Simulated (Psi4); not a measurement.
**Run report: AlHBr, single-point calculation**

AlHBr, multiplicity 2, SMILES [AlH][Br], computed with HF/cc-pVTZ, UHF (Psi4 1.11).

The geometry comes from this level: PBE0-D4/def2-TZVP.

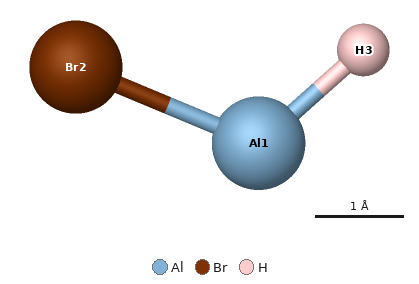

The input geometry (ball-and-stick view, seen at a tilt; atoms are numbered from 1 in the order of the input). Sticks mark near contacts. Bond lengths as drawn: Al–Br 2.28 Å and Al–H 1.60 Å.

### Results in brief

- outcome: converged
- total energy: −2815.007847 hartree
- basis functions: 91
- ⟨S²⟩: 0.757
- dipole moment: 1.79 D
- hardware: 1 thread of Intel Xeon (Sapphire Rapids), 64 GiB of memory available, shared host
- wall time: 22 s
- peak memory: 1.1 GiB

### Input file (calc.inp)
```
memory 1600 MB

molecule {
  0 2
  Al    -0.296700    -0.628000    -0.239100
  Br     1.584500     0.008600     0.871100
  H     -1.298900     0.554600    -0.645300
  symmetry c1
}

set basis cc-pVTZ
set reference uhf
set puream true
set scf_type pk
set maxiter 150

energy("scf")
```

Run as:
```bash
psi4 calc.inp calc.out -n 1
```

### The program's output
```
Psi4 1.11 release

   => Loading Basis Set <=

    Name: CC-PVTZ
    Role: ORBITAL
    Keyword: BASIS

         ---------------------------------------------------------
                                   SCF
                              UHF Reference
                        1 Threads,   1525 MiB Core
         ---------------------------------------------------------

  ==> Geometry <==

    Molecular point group: c1
    Full point group: Cs

    Geometry (in Angstrom), charge = 0, multiplicity = 2:

       Center              X                  Y                   Z               Mass
    ------------   -----------------  -----------------  -----------------  -----------------
         AL          -1.601575801733    -0.483812590773    -0.000000000000    26.981538530000
         BR           0.581734145582     0.156401993531     0.000000000000    78.918337600000
         H           -2.675576022680     0.705502155375     0.000000000000     1.007825032230

  Running in c1 symmetry.

  Rotational constants: A =      8.55735  B =      0.15338  C =      0.15068 [cm^-1]
  Rotational constants: A = 256542.79389  B =   4598.17805  C =   4517.21319 [MHz]
  Nuclear repulsion =  115.724118745442127

  Charge       = 0
  Multiplicity = 2
  Electrons    = 49
  Nalpha       = 25
  Nbeta        = 24

  ==> Algorithm <==

  SCF Algorithm Type is PK.
  DIIS enabled.
  MOM disabled.
  Fractional occupation disabled.
  Guess Type is SAD.
  Energy threshold   = 1.00e-06
  Density threshold  = 1.00e-06
  Integral threshold = 1.00e-12

  ==> Primary Basis <==

  Basis Set: CC-PVTZ
    Blend: CC-PVTZ
    Number of shells: 33
    Number of basis functions: 91
    Number of Cartesian functions: 103
    Spherical Harmonics?: true
    Max angular momentum: 3

  ==> Integral Setup <==

  Using in-core PK algorithm.
   Calculation information:
      Number of atoms:                   3
      Number of AO shells:              33
      Number of primitives:            187
      Number of atomic orbitals:       103
      Number of basis functions:        91

      Integral cutoff                 1.00e-12
      Number of threads:                 1

  Performing in-core PK
  Using 17526782 doubles for integral storage.
  We computed 155697 shell quartets total.
  Whereas there are 157641 unique shell quartets.

  ==> DiskJK: Disk-Based J/K Matrices <==

    J tasked:                  Yes
    K tasked:                  Yes
    wK tasked:                  No
    Memory [MiB]:             1144
    Schwarz Cutoff:          1E-12

  Minimum eigenvalue in the overlap matrix is 4.1506026411E-03.
  Reciprocal condition number of the overlap matrix is 9.9197863693E-04.
    Using symmetric orthogonalization.

  ==> Pre-Iterations <==

  SCF Guess: Superposition of Atomic Densities via on-the-fly atomic UHF (no occupation information).

   -------------------------
    Irrep   Nso     Nmo
   -------------------------
     A         91      91
   -------------------------
    Total      91      91
   -------------------------

  ==> Iterations <==

                        Total Energy        Delta E     RMS |[F,P]|

   @UHF iter SAD: -2812.82560331652485   -2.81283e+03   0.00000e+00
   @UHF iter   1: -2814.80798946362438   -1.98239e+00   1.05669e-02 DIIS/ADIIS
   @UHF iter   2: -2814.96049151743819   -1.52502e-01   5.30827e-03 DIIS/ADIIS
   @UHF iter   3: -2815.00696515903655   -4.64736e-02   2.78796e-04 DIIS/ADIIS
   @UHF iter   4: -2815.00769593987388   -7.30781e-04   9.16369e-05 DIIS
   @UHF iter   5: -2815.00782422622706   -1.28286e-04   3.44935e-05 DIIS
   @UHF iter   6: -2815.00784486826524   -2.06420e-05   1.00216e-05 DIIS
   @UHF iter   7: -2815.00784674519355   -1.87693e-06   4.75966e-06 DIIS
   @UHF iter   8: -2815.00784733700539   -5.91812e-07   2.04667e-06 DIIS
   @UHF iter   9: -2815.00784747271882   -1.35713e-07   7.25020e-07 DIIS
  Energy and wave function converged.

  ==> Post-Iterations <==

   @Spin Contamination Metric:   6.917911062E-03
   @S^2 Expected:                7.500000000E-01
   @S^2 Observed:                7.569179111E-01
   @S   Expected:                5.000000000E-01
   @S   Observed:                5.000000000E-01

    Orbital Energies [Eh]
    ---------------------

    Alpha Occupied:

       1A   -490.007234     2A    -65.148113     3A    -58.530872
       4A    -58.503009     5A    -58.502304     6A    -58.502230
       7A     -9.822070     8A     -7.431623     9A     -7.428504
      10A     -7.428155    11A     -4.943101    12A     -3.257631
      13A     -3.253738    14A     -3.252114    15A     -3.173142
      16A     -3.172156    17A     -3.171452    18A     -3.168718
      19A     -3.168679    20A     -0.999255    21A     -0.568615
      22A     -0.471754    23A     -0.427579    24A     -0.425990
      25A     -0.320361

    Alpha Virtual:

      26A      0.018134    27A      0.094088    28A      0.140145
      29A      0.192300    30A      0.233735    31A      0.240831
      32A      0.254808    33A      0.261567    34A      0.267884
      35A      0.298618    36A      0.303835    37A      0.359009
      38A      0.412572    39A      0.427711    40A      0.490867
      41A      0.530952    42A      0.547770    43A      0.616267
      44A      0.624768    45A      0.657410    46A      0.657755
      47A      0.815671    48A      0.843482    49A      0.855949
      50A      0.860783    51A      0.884699    52A      0.884851
      53A      0.908658    54A      0.918970    55A      1.021312
      56A      1.042182    57A      1.093866    58A      1.111251
      59A      1.158511    60A      1.259803    61A      1.322082
      62A      1.580443    63A      1.776603    64A      1.779320
      65A      1.819134    66A      1.821278    67A      1.878534
      68A      1.881309    69A      1.910363    70A      1.974521
      71A      2.087411    72A      2.089647    73A      2.095889
      74A      2.139454    75A      2.172035    76A      2.208686
      77A      2.292198    78A      2.415716    79A      2.432292
      80A      2.521433    81A      3.070606    82A      3.244787
      83A      3.559902    84A      3.563739    85A      3.707232
      86A      3.712358    87A      3.790529    88A      3.963083
      89A      4.217449    90A      4.261269    91A      4.756596

    Beta Occupied:

       1A   -490.006856     2A    -65.147872     3A    -58.526049
       4A    -58.502287     5A    -58.502240     6A    -58.501830
       7A     -9.821282     8A     -7.429816     9A     -7.428408
      10A     -7.427290    11A     -4.934112    12A     -3.250220
      13A     -3.249372    14A     -3.242922    15A     -3.172474
      16A     -3.171646    17A     -3.170711    18A     -3.168501
      19A     -3.168428    20A     -0.992255    21A     -0.533475
      22A     -0.445330    23A     -0.425433    24A     -0.417023

    Beta Virtual:

      25A      0.020003    26A      0.044931    27A      0.108769
      28A      0.157517    29A      0.210388    30A      0.255943
      31A      0.274727    32A      0.274758    33A      0.276522
      34A      0.286929    35A      0.319426    36A      0.324793
      37A      0.374924    38A      0.414877    39A      0.435953
      40A      0.505894    41A      0.542429    42A      0.552253
      43A      0.622793    44A      0.638273    45A      0.663092
      46A      0.669748    47A      0.827086    48A      0.854547
      49A      0.877722    50A      0.883007    51A      0.898599
      52A      0.921432    53A      0.930526    54A      0.942479
      55A      1.030104    56A      1.054752    57A      1.105722
      58A      1.120067    59A      1.168897    60A      1.270541
      61A      1.337462    62A      1.593994    63A      1.778059
      64A      1.780140    65A      1.823434    66A      1.824528
      67A      1.884602    68A      1.885943    69A      1.915378
      70A      1.998658    71A      2.088460    72A      2.090835
      73A      2.097751    74A      2.144514    75A      2.174891
      76A      2.212948    77A      2.296151    78A      2.421264
      79A      2.444698    80A      2.526957    81A      3.083846
      82A      3.250277    83A      3.567731    84A      3.572509
      85A      3.715819    86A      3.716962    87A      3.798171
      88A      3.973857    89A      4.230341    90A      4.273920
      91A      4.766971

    Final Occupation by Irrep:
              A
    DOCC [    24 ]
    SOCC [     1 ]
    NA   [    25 ]
    NB   [    24 ]

  @UHF Final Energy: -2815.00784747271882

   => Energetics <=

    Nuclear Repulsion Energy =            115.7241187454421265
    One-Electron Energy =               -4151.7495464276535131
    Two-Electron Energy =                1221.0175802094927349
    Total Energy =                      -2815.0078474727188222

  UHF NO Occupations:
  HONO-2 :   23  A 1.9995266
  HONO-1 :   24  A 1.9971941
  HONO-0 :   25  A 1.0000000
  LUNO+0 :   26  A 0.0028059
  LUNO+1 :   27  A 0.0004734
  LUNO+2 :   28  A 0.0001353
  LUNO+3 :   29  A 0.0000268

Computation Completed

Properties will be evaluated at   0.000000,   0.000000,   0.000000 [a0]

Properties computed using the SCF density matrix

 Multipole Moments:

 ------------------------------------------------------------------------------------
     Multipole            Electronic (a.u.)      Nuclear  (a.u.)        Total (a.u.)
 ------------------------------------------------------------------------------------

 L = 1.  Multiply by 2.5417464519 to convert [e a0] to [Debye]
 Dipole X            :          5.3199665           -5.9249837           -0.6050172
 Dipole Y            :         -0.1516362           -0.2078543           -0.3594905
 Dipole Z            :         -0.0000000           -0.0000000           -0.0000000
 Magnitude           :                                                    0.7037608

 ------------------------------------------------------------------------------------

	total time  =         21 seconds =       0.35 minutes

    Psi4 run time: 0:00:21.16
```
